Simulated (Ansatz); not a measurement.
## Electronic structure of F$_{3}$H$_{4}$OPTi in real space

| atom | x (Å) | y (Å) | z (Å) |
| --- | --- | --- | --- |
| Ti | 0.3065 | -0.3395 | -0.1234 |
| O | -0.4938 | -0.3323 | 1.9849 |
| H | -1.1990 | -0.9751 | 2.1491 |
| F | 0.9679 | -0.5305 | -1.7235 |
| F | 0.6386 | 1.3428 | 0.2112 |
| F | -1.3191 | -0.9927 | -0.3278 |
| P | 1.9261 | -1.8452 | 1.0334 |
| H | 0.9353 | -2.8807 | 0.9673 |
| H | 2.5928 | -2.2751 | -0.1520 |
| H | 0.0932 | -0.3305 | 2.7545 |

Computed with RKS B3LYP-D4/def2-SVP (Ansatz).

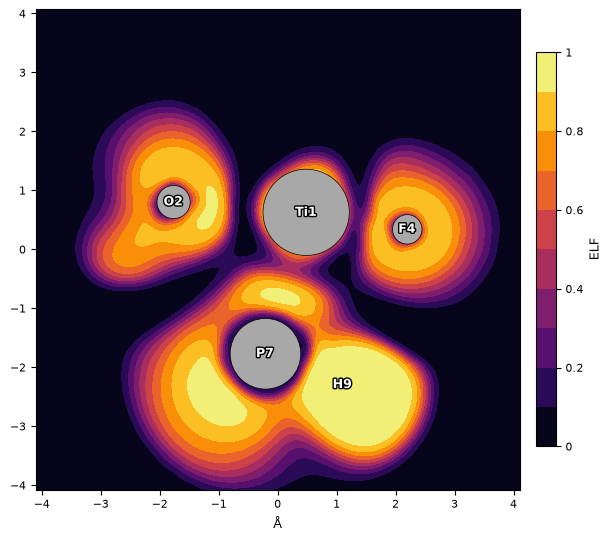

Figure 1. ELF on the plane of atoms O2, Ti1 and P7. Grey discs cover the atomic cores.

What does the map show?

The section cuts through Ti, O, F, P and H sites. Ti–F (1.74 Å): the ELF peaks at about 0.85 in the valence shell of F, 0.5 Å from its nucleus, and drops to about 0.25 between the two atoms. Ti–O (2.26 Å): the ELF peaks at about 0.90 in the valence shell of O, 0.6 Å from its nucleus, and is about 0.10 at the midpoint. Ti–P (2.50 Å): the ELF peaks at about 0.95 in the valence shell of P, 1.0 Å from its nucleus, and is about 0.80 at the midpoint. P–H (1.43 Å): the ELF climbs to about 1 towards the hydrogen, as it does in any bond to H.

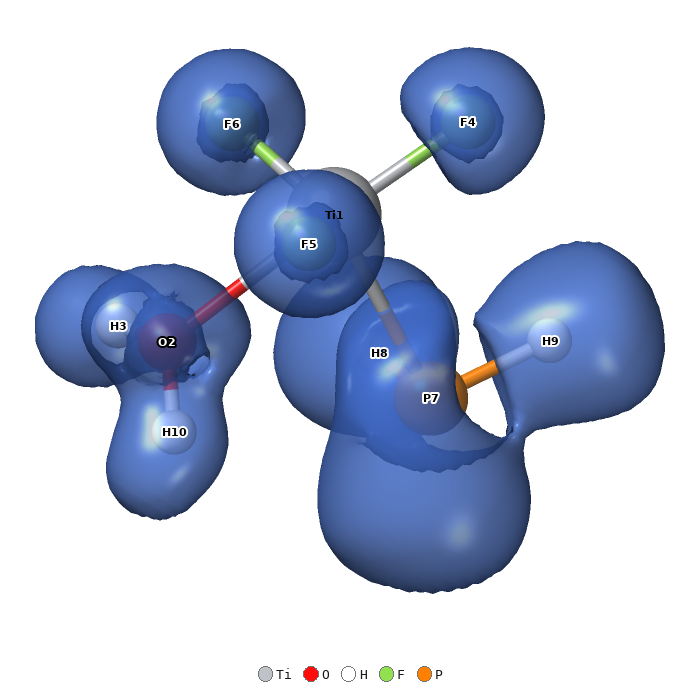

Figure 2. Isosurface of the ELF at 0.75 (blue), seen at an oblique angle. Core shells and regions of very low density are left out.

What do the ELF domains correspond to?

The surface consists of three regions wrapped around F (the valence shell of each), one joined region spread over several atoms (H, O), in which their bonds and any lone pairs are merged and one joined region spread over several atoms (H, P), in which their bonds and any lone pairs are merged.

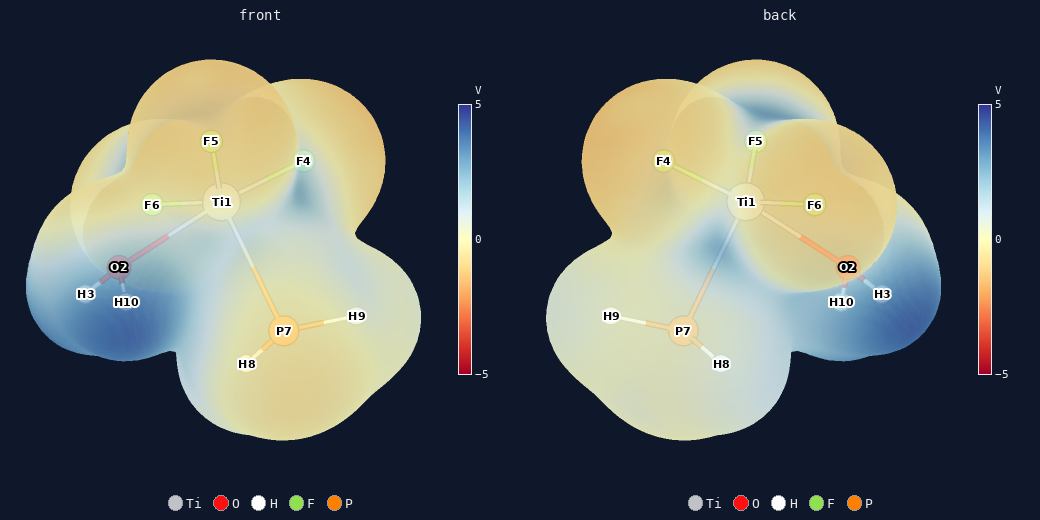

Figure 3. The molecular electrostatic potential painted on the density surface at 0.004 e/bohr³, seen from the front and from behind; the colour scale runs from red (negative) to blue (positive).

Describe the electrostatic potential map.

The most negative region (about −1.3 V) lies over F4, the most positive (about +4.2 V) over H3 and H10.
